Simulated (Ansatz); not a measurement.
**CH3OSi (charge +1): density, localisation and related maps**

```yaml
atoms:
  - { symbol: O, position_ang: [1.0234, -1.9107, 0.9967] }
  - { symbol: C, position_ang: [0.5427, -1.0182, 0.5289] }
  - { symbol: Si, position_ang: [-0.3192, 0.5962, -0.3109] }
  - { symbol: H, position_ang: [-1.4642, -0.0708, -0.9648] }
  - { symbol: H, position_ang: [0.8037, 1.0308, -1.1676] }
  - { symbol: H, position_ang: [-0.5864, 1.3728, 0.9177] }
```

Method: Ansatz 0.2.0, RKS B3LYP/def2-SVP.

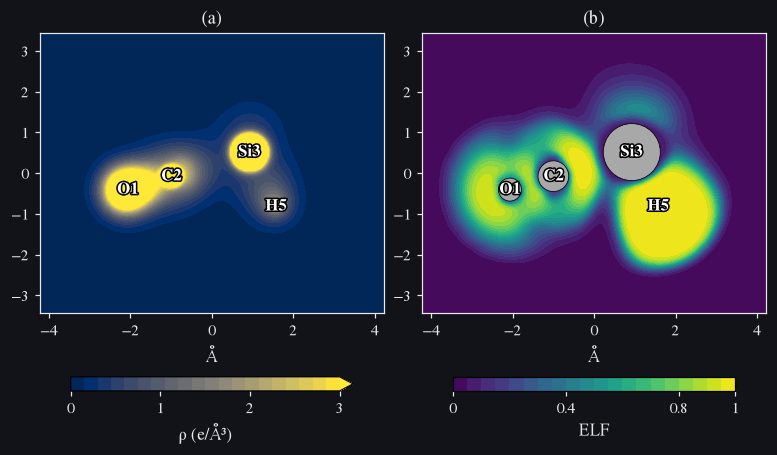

Figure 1. (a) electron density; (b) electron localisation function on the plane of atoms C2, Si3 and H5. Grey discs cover the atomic cores in the ELF map.

### What do the fields say about this system?

The section cuts through O, C, Si and H sites.
C–O (1.12 Å): the density is about 4.2 e/Å³ at the midpoint; the ELF peaks at about 0.85 between the atoms: a multiple bond.
C–Si (2.01 Å): the density is about 0.64 e/Å³ at the midpoint; the ELF peaks at about 1 between the atoms (a shared electron pair).
Si–H (1.48 Å): ρ at the midpoint is about 0.82 e/Å³; the ELF climbs to about 1 towards the hydrogen, as it does in any bond to H.
The ELF also peaks beside O1, away from the bonds: lone-pair regions.

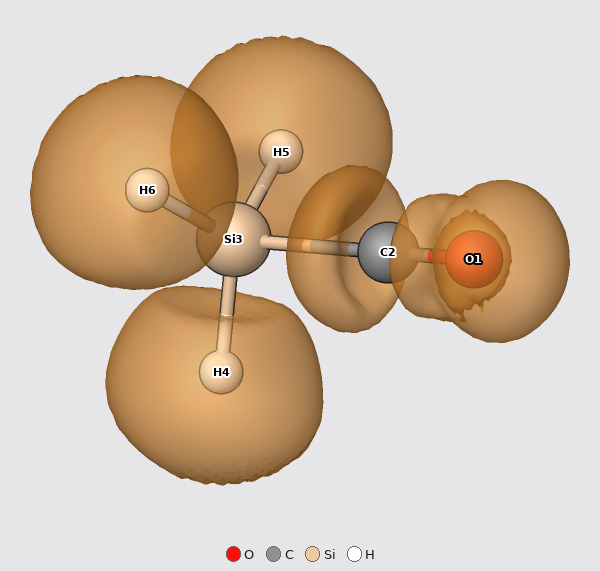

Figure 2. Isosurface of the electron localisation function at 0.75 (orange), seen at a tilt. Only the valence region is drawn (cores and ρ < 0.01 e/Å³ removed).

### What do the ELF domains correspond to?

The ELF exceeds this value in one region between bonded C–Si atoms (shared pairs), three regions around hydrogen nuclei and one region on O in which the atom's valence shell and bonds are merged.

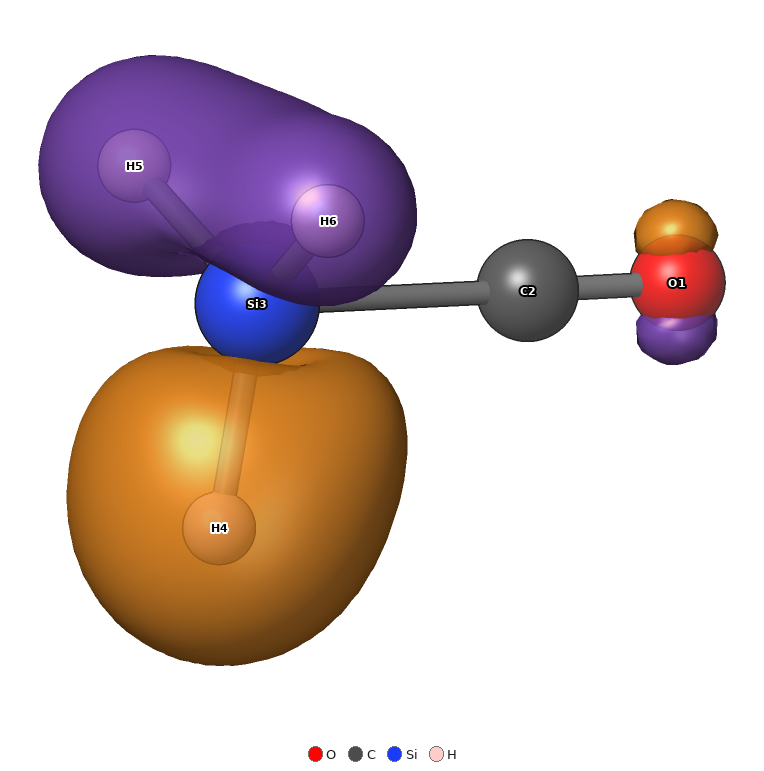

Figure 3. The HOMO at ±0.15 Å⁻³ᐟ² (orange and purple are the two phases), seen at a tilt.

### Describe this orbital and give its energy.

By Hirshfeld shares it lies mainly on Si3 (about 45 %), H4 (about 35 %), H6 (about 10 %) and H5 (about 10 %). It is one of a degenerate set, so its orientation is arbitrary. Its energy is −16.37 eV.
